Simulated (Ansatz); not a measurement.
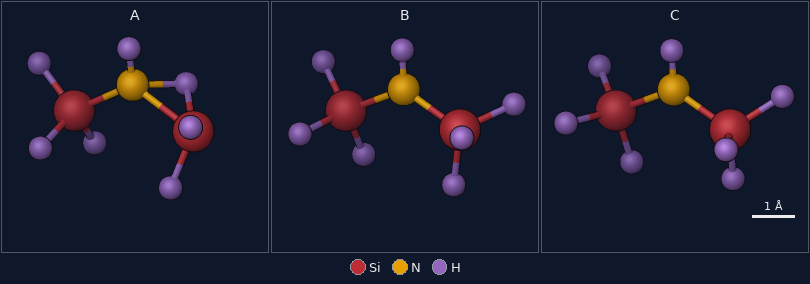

3 geometries from a converged minimum-energy path of Si2NH7, shuffled. A ball-and-stick model, seen at a tilt.

The calculation used Ansatz, RKS PBE0-D4/6-31G*. Run with 5 movable images; climbing image; force threshold 0.05 eV/Å; iteration limit 60; starting path through a guess of the saddle point.

Question: Which frame is the top of the path?

Answer: A. In order along the path, whose images run from 0 to 6: C (image 0, 0.00 eV), B (image 1, 0.00 eV), A (image 4, +3.06 eV). A hydrogen atom shifts from one atom to another. Breaking: H–Si (1.49 → 2.56 Å). Forming: H–N (2.65 → 1.02 Å).
